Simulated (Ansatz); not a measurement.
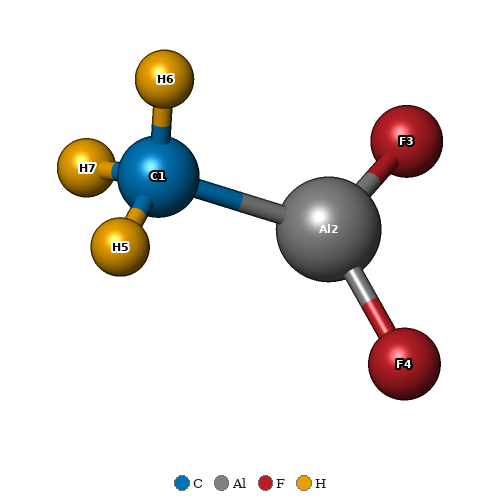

The system is CH₃AlF₂, SMILES [CH3][Al]([F])[F]; the picture shows the reference structure. First axis: bond length C1–H5. Second axis: angle H5–C1–Al2. Nothing is relaxed (all other coordinates rigid). Grid: 15 × 15 points. Points are written as (first, second). Energies: kcal/mol, counted from the lowest grid point. The reference is spin-restricted, which grows unreliable where a bond is stretched far. The calculation used RKS PBE0-D4/def2-TZVP (Ansatz 0.2.0).

Its coordinates:

```xyz
7

C    -0.1732    0.9309   -0.1656
Al    0.1742   -0.9381    0.1427
F     1.4496   -1.4357    1.0530
F    -0.7764   -2.1256   -0.4807
H    -1.0454    1.0809   -0.8039
H    -0.3452    1.4516    0.7805
H     0.6880    1.4103   -0.6389
```

Range: bond length C1–H5 from 0.895 to 1.637 Å; angle H5–C1–Al2 from 86.8 to 136.8°.

What will the energy surface look like?

The lowest grid point is at (1.107 Å, 111.8°). It is the only kind of minimum in the scanned range. The highest grid point, (1.637 Å, 86.8°), lies 54.9 kcal/mol above the lowest. Round the minimum the two coordinates are nearly uncoupled.

| angle H5–C1–Al2 ↓, bond length C1–H5 → | 0.895 | 0.948 | 1.001 | 1.054 | 1.107 | 1.160 | 1.213 | 1.266 | 1.319 | 1.372 | 1.425 | 1.478 | 1.531 | 1.584 | 1.637 |
| --- | --- | --- | --- | --- | --- | --- | --- | --- | --- | --- | --- | --- | --- | --- | --- |
| 136.8 | 32.0 | 20.1 | 13.0 | 9.6 | 8.8 | 10.1 | 12.8 | 16.6 | 21.1 | 26.1 | 31.4 | 36.9 | 42.5 | 48.2 | 53.9 |
| 133.2 | 29.4 | 17.5 | 10.5 | 7.1 | 6.5 | 7.8 | 10.6 | 14.4 | 19.0 | 24.0 | 29.4 | 35.0 | 40.7 | 46.5 | 52.2 |
| 129.6 | 27.2 | 15.4 | 8.4 | 5.1 | 4.5 | 5.8 | 8.7 | 12.6 | 17.2 | 22.3 | 27.8 | 33.4 | 39.2 | 45.0 | 50.8 |
| 126.1 | 25.5 | 13.7 | 6.8 | 3.5 | 2.9 | 4.3 | 7.2 | 11.1 | 15.8 | 21.0 | 26.5 | 32.2 | 38.0 | 43.9 | 49.7 |
| 122.5 | 24.1 | 12.3 | 5.4 | 2.2 | 1.6 | 3.1 | 6.0 | 10.0 | 14.7 | 19.9 | 25.4 | 31.2 | 37.1 | 43.0 | 48.8 |
| 118.9 | 23.0 | 11.3 | 4.5 | 1.2 | 0.7 | 2.2 | 5.1 | 9.2 | 13.9 | 19.2 | 24.7 | 30.5 | 36.4 | 42.4 | 48.3 |
| 115.4 | 22.4 | 10.7 | 3.9 | 0.7 | 0.2 | 1.7 | 4.7 | 8.7 | 13.5 | 18.7 | 24.3 | 30.1 | 36.1 | 42.0 | 48.0 |
| 111.8 | 22.2 | 10.5 | 3.7 | 0.5 | 0.0 | 1.5 | 4.5 | 8.6 | 13.4 | 18.6 | 24.2 | 30.1 | 36.0 | 42.0 | 47.9 |
| 108.2 | 22.4 | 10.7 | 3.8 | 0.7 | 0.2 | 1.7 | 4.7 | 8.8 | 13.6 | 18.9 | 24.5 | 30.3 | 36.2 | 42.2 | 48.1 |
| 104.6 | 22.9 | 11.2 | 4.4 | 1.2 | 0.7 | 2.3 | 5.3 | 9.3 | 14.1 | 19.4 | 25.0 | 30.8 | 36.7 | 42.7 | 48.6 |
| 101.1 | 23.8 | 12.1 | 5.3 | 2.1 | 1.6 | 3.1 | 6.1 | 10.2 | 14.9 | 20.2 | 25.8 | 31.6 | 37.5 | 43.4 | 49.3 |
| 97.5 | 25.1 | 13.4 | 6.6 | 3.4 | 2.9 | 4.4 | 7.3 | 11.4 | 16.1 | 21.4 | 26.9 | 32.7 | 38.6 | 44.5 | 50.3 |
| 93.9 | 26.8 | 15.1 | 8.2 | 5.0 | 4.5 | 6.0 | 8.9 | 12.9 | 17.6 | 22.8 | 28.4 | 34.1 | 39.9 | 45.8 | 51.6 |
| 90.4 | 28.8 | 17.1 | 10.2 | 7.0 | 6.4 | 7.9 | 10.8 | 14.7 | 19.4 | 24.6 | 30.1 | 35.7 | 41.5 | 47.4 | 53.1 |
| 86.8 | 31.2 | 19.5 | 12.6 | 9.3 | 8.8 | 10.2 | 13.0 | 16.9 | 21.6 | 26.7 | 32.1 | 37.7 | 43.5 | 49.2 | 54.9 |

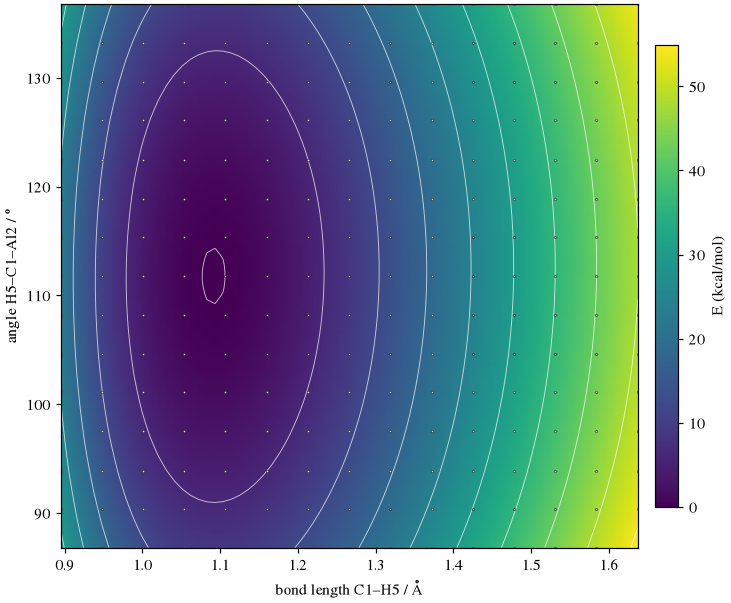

In the figure: a smooth colour map with a few white contour lines, dots at the grid points. Between grid points the surface is interpolated.

Each point was launched as `ansatz run input.yaml --threads 1 --pin off --max-ram 2560MiB --backend cpu --events-out ev --progress --plain --runs-dir out`. Time for the 225 points that were run: 15 min on 1 thread of Arm Neoverse V2, with other jobs on the host.
